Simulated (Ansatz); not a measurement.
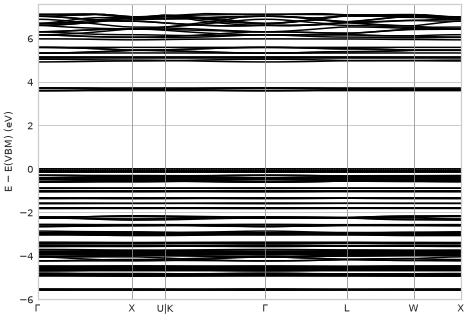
*Band structure from PBE+D3(BJ) in the plane-wave PAW code Ansatz*

Task: Read off the gap and where the band edges lie.

Result: About 3.6 eV (3.60 eV by a search for the band edges); maximum at Γ, minimum on the W–X line, 33 % of the way from W.

The material is C24H12O13Zn4 in space group Fm-3m (No. 225; Pearson symbol cF424).

The cell is a constructed one: a structure type filled with these elements; neither database checked (COD, Materials Project) lists it. Its standing as an ambient phase is unchecked. The PBE+D3(BJ) relaxation kept the symmetry of its start; whether a distortion lowers the energy is not shown.

Potentials: the later of the program's two PAW sets.
